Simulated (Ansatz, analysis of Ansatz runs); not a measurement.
# Can an added hole hop between O atoms in GdClO (P4/nmm)?

Aim: the energy barrier that a trapped hole meets when it moves from one O atom to another one nearby in GdClO (P4/nmm). The model is a cell of 48 host atoms.

Calculated with Ansatz 0.2.0; plane-wave PAW DFT, PBEsol+U; relaxation of all atoms of a supercell at fixed charge in a uniform background; PAW set soft_1.

## (1) The structure

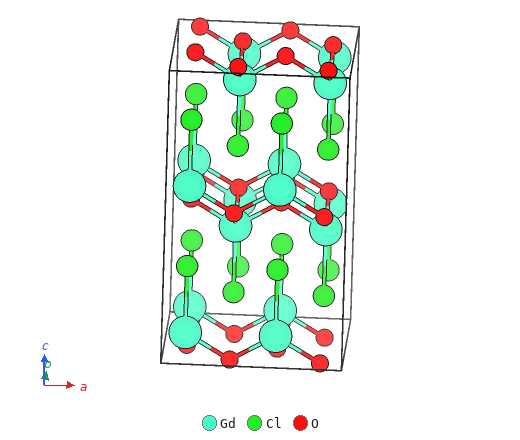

Start, viewed slightly off an axis; gadolinium teal, chlorine green, oxygen red. Some periodic images of atoms are drawn too.

The cell holds 48 atoms: 16 Gd, 16 Cl and 16 O. Cell: a = 7.857 Å, b = 7.857 Å, c = 13.261 Å, α = 90.0°, β = 90.0°, γ = 90.0°. It derives from GdClO (space group P4/nmm). Nearest the centre at fractional (0.625, 0.375, 0.500): O47 at 1.39 Å, O36 at 1.39 Å, Gd44 at 1.80 Å, Gd25 at 1.80 Å, Cl39 at 2.84 Å, Cl34 at 2.84 Å, O23 at 3.11 Å, O12 at 3.11 Å.

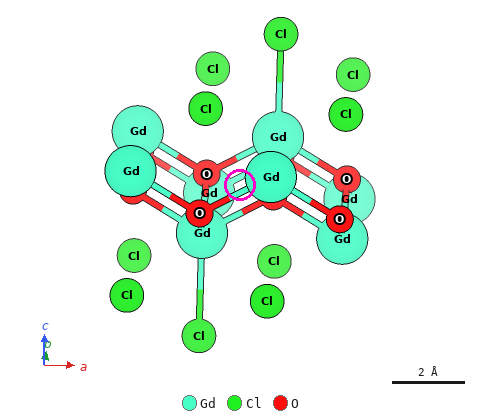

The atoms within 5 Å of the centre. A ring marks the centre wherever it is empty. Bonds to atoms that aren't drawn are left out.

Hubbard terms: Gd f 6.0 eV, O p 5.0 eV. They were chosen, not fitted, to curb self-interaction in the shells named, the trial site's among them. The two sites are O47 and O36. The cell's shortest repeat is 7.9 Å. The host's moments were started antiferromagnetic in the unit cell, high spin.

## (2) The cell without the carrier

The neutral cell is relaxed first, from small random displacements, so that bond lengths and moments with the carrier can be set beside those of a relaxed cell without it.

Contents of neutral.relax/input.yaml:

```yaml
crystal:
  lattice:
    - [7.85696959, 0.0, 0.0]
    - [0.0, 7.85696959, 0.0]
    - [0.0, 0.0, 13.26117039]
  atoms:
    - { symbol: Gd, position: [0.0, 0.25, 0.413435], spin: 7.0 }
    - { symbol: Gd, position: [0.25, 0.0, 0.086565], spin: -7.0 }
    - { symbol: Cl, position: [0.25, 0.0, 0.313214] }
    - { symbol: Cl, position: [0.0, 0.25, 0.186786] }
    - { symbol: O, position: [0.0, 0.0, 0.0] }
    - { symbol: O, position: [0.25, 0.25, 0.0] }
    - { symbol: Gd, position: [0.0, 0.25, 0.913435], spin: 7.0 }
    - { symbol: Gd, position: [0.25, 0.0, 0.586565], spin: -7.0 }
    - { symbol: Cl, position: [0.25, 0.0, 0.813214] }
    - { symbol: Cl, position: [0.0, 0.25, 0.686786] }
    - { symbol: O, position: [0.0, 0.0, 0.5] }
    - { symbol: O, position: [0.25, 0.25, 0.5] }
    - { symbol: Gd, position: [0.0, 0.75, 0.413435], spin: 7.0 }
    - { symbol: Gd, position: [0.25, 0.5, 0.086565], spin: -7.0 }
    - { symbol: Cl, position: [0.25, 0.5, 0.313214] }
    - { symbol: Cl, position: [0.0, 0.75, 0.186786] }
    - { symbol: O, position: [0.0, 0.5, 0.0] }
    - { symbol: O, position: [0.25, 0.75, 0.0] }
    - { symbol: Gd, position: [0.0, 0.75, 0.913435], spin: 7.0 }
    - { symbol: Gd, position: [0.25, 0.5, 0.586565], spin: -7.0 }
    - { symbol: Cl, position: [0.25, 0.5, 0.813214] }
    - { symbol: Cl, position: [0.0, 0.75, 0.686786] }
    - { symbol: O, position: [0.0, 0.5, 0.5] }
    - { symbol: O, position: [0.25, 0.75, 0.5] }
    - { symbol: Gd, position: [0.5, 0.25, 0.413435], spin: 7.0 }
    - { symbol: Gd, position: [0.75, 0.0, 0.086565], spin: -7.0 }
    - { symbol: Cl, position: [0.75, 0.0, 0.313214] }
    - { symbol: Cl, position: [0.5, 0.25, 0.186786] }
    - { symbol: O, position: [0.5, 0.0, 0.0] }
    - { symbol: O, position: [0.75, 0.25, 0.0] }
    - { symbol: Gd, position: [0.5, 0.25, 0.913435], spin: 7.0 }
    - { symbol: Gd, position: [0.75, 0.0, 0.586565], spin: -7.0 }
    - { symbol: Cl, position: [0.75, 0.0, 0.813214] }
    - { symbol: Cl, position: [0.5, 0.25, 0.686786] }
    - { symbol: O, position: [0.5, 0.0, 0.5] }
    - { symbol: O, position: [0.75, 0.25, 0.5] }
    - { symbol: Gd, position: [0.5, 0.75, 0.413435], spin: 7.0 }
    - { symbol: Gd, position: [0.75, 0.5, 0.086565], spin: -7.0 }
    - { symbol: Cl, position: [0.75, 0.5, 0.313214] }
    - { symbol: Cl, position: [0.5, 0.75, 0.186786] }
    - { symbol: O, position: [0.5, 0.5, 0.0] }
    - { symbol: O, position: [0.75, 0.75, 0.0] }
    - { symbol: Gd, position: [0.5, 0.75, 0.913435], spin: 7.0 }
    - { symbol: Gd, position: [0.75, 0.5, 0.586565], spin: -7.0 }
    - { symbol: Cl, position: [0.75, 0.5, 0.813214] }
    - { symbol: Cl, position: [0.5, 0.75, 0.686786] }
    - { symbol: O, position: [0.5, 0.5, 0.5] }
    - { symbol: O, position: [0.75, 0.75, 0.5] }
basis:
  ecutwfc: 420
  xc_grid: 2
hamiltonian:
  xc: pbesol
  hubbard:
    sites: [{ species: Gd, l: f, u_eff: 6.0 }, { species: O, l: p, u_eff: 5.0 }]
    projectors: ortho-atomic
  pseudopotentials: { kind: paw, azcp: { folder: soft_1 }, xc_functional: pbe }
kpoints:
  mp_grid: { grid: [1, 1, 1] }
magnetization:
  spin_polarized: true
  initial_magnetization: 0
  spin_locking: { lock_magnetization: hard }
scf:
  occupations: { method: fermi_dirac, width: 0.01 }
  max_iter: 120
  lower_state_search: "off"
output:
  forces: true
relax:
  f_tol: 0.02
  max_steps: 70
  random_displacement: { amplitude: 0.04, seed: 1223 }
checkpoint:
  write: "../neutral.relax.run"
  compress: false
  write_wavefunctions: true
  write_every: 100000
```

The run is started by

```console
$ ansatz run input.yaml --threads 4 --pin off --max-ram 17899MiB --backend cpu --events-out ev --progress --plain --runs-dir out
```

Numbers of over 12 decimals in the logs are rounded to 6 here.

Log:

```text
[... repeated set-up lines and file paths are left out, and long positions are rounded to six places ...]
band count auto-derived: 334, from the close of a first SCF at 298 (N_el = 496.0; filled up to band 248; 298 by the electrons, moments and atoms)
Engine: ansatz 0.2.0, aarch64-unknown-linux-gnu
Pseudopotentials: kind: paw
Pseudopotential: Gd, paw, valence charge 18, recommended cutoff 420 eV (normal), soft_1/Gd.paw.azcp
Pseudopotential: Cl, paw, valence charge 7, recommended cutoff 420 eV (normal), soft_1/Cl.paw.azcp
Pseudopotential: O, paw, valence charge 6, recommended cutoff 420 eV (normal), soft_1/O.paw.azcp
Functional definition: PBEsol
  exchange = pbesol_x
  correlation = pbesol_c
Crystal: 48 atoms, lattice volume = 818.638 Å³
Basis set: ecut = 420 eV, 15981 PW (Γ), exchange–correlation on 108×108×180 points (8 copies of the dense FFT grid, shifted against one another)
Bands: 298, of which v1, the nominal top of the filled ones, is band 248 counted from 1 (247 counted from 0)
Symmetry: 1 space group operations
k-points: 1
Non-local potential: Gd, projectors of the file, l = 0: 3, l = 1: 2, l = 2: 2, l = 3: 3
Non-local potential: Cl, projectors of the file, l = 0: 2, l = 1: 2, l = 2: 1
Non-local potential: O, projectors of the file, l = 0: 2, l = 1: 2, l = 2: 1
PAW form: soft (Blöchl's): semilocal exchange-correlation on the pseudo side does not see the compensation charge
PAW frozen core: Gd, regenerated for the run's functional, and the local potential with it (the file was generated under x = pbe(κ = 0.804, μ = 0.219515), c = pbe(β = 0.066725))
[...]
atom  35  O     -0.00058315     0.00194087    -0.00342701
  atom  36  O     -0.00158269     0.00097069    -0.00198996
  [... 2 atoms left out ...]
  atom  39  Cl     0.00200554    -0.00251628    -0.00160679
  [... 4 atoms left out ...]
  atom  44  Gd     0.00221142     0.00440125    -0.01207121
  [... 2 atoms left out ...]
  atom  47  O     -0.00078428    -0.00028931    -0.00090022
  atom  48  O     -0.00081620     0.00122787    -0.00136598
  max |Σ_I F_I| component: 5.13e-5 eV/Å
--- Band table (eV) ---
  k-point 0 ↑: bands = ["-33.6422", "-33.6406", "-33.6401", "-33.6396", [... 326 left out ...] "15.6944", "15.6945", "15.7277", "15.7370"]
  k-point 0 ↓: bands = ["-33.6416", "-33.6412", "-33.6393", "-33.6390", [... 326 left out ...] "15.6946", "15.6946", "15.7277", "15.7372"]
Occupation matrices written to <dir>
--- Relaxed structure (4 steps of the walk, 4 accepted, 0 SCFs on fresh bases) ---
  F+E_penalty+E_count = -173668.33684193 eV   max|allowed force component| = 1.207e-2 eV/Å
  atoms:
    - { symbol: Gd, position: [0.000745, 0.250236, 0.412577] }
    - { symbol: Gd, position: [0.250659, 0.000698, 0.087159] }
    [... 9 atoms left out ...]
    - { symbol: O, position: [0.250821, 0.250292, 0.499831] }
    [... 10 atoms left out ...]
    - { symbol: O, position: [0.000784, 0.500266, 0.499900] }
    [... 1 atom left out ...]
    - { symbol: Gd, position: [0.500898, 0.250258, 0.412652] }
    [... 8 atoms left out ...]
    - { symbol: Cl, position: [0.500620, 0.250359, 0.687781] }
    - { symbol: O, position: [0.500878, 0.000229, 0.499903] }
    - { symbol: O, position: [0.750873, 0.250225, 0.500064] }
    [... 2 atoms left out ...]
    - { symbol: Cl, position: [0.750306, 0.500315, 0.312079] }
    [... 4 atoms left out ...]
    - { symbol: Gd, position: [0.750847, 0.500238, 0.587351] }
    [... 2 atoms left out ...]
    - { symbol: O, position: [0.500857, 0.500255, 0.500065] }
    - { symbol: O, position: [0.750865, 0.750239, 0.499892] }
[key lines of the parts left out:]
SCF converged after 4 iterations
Magnetization: 0.0000 μB (248.0000 up, 248.0000 down)
Free energy (F): -173668.336842 eV
Fermi energy:    11.322078 (↑ 11.322081, ↓ 11.322076) eV
```

Wall time 73 s (4 threads of Arm Neoverse V2, shared host); peak memory 1.8 GiB; 4.7 min of CPU time.

The largest displacement from an ideal site is 0.017 Å.

(Continued in part 2 of 3.)

[Logs are printed without paths, hosts, clocks, repeated set-up lines and the standing remarks that a program may print on its own settings, such as how far it seeks lower states.]

[Hosts, paths, dates, database ids (printed as entryN), source tags and the programs' standing remarks are cut or masked in the printed files.]
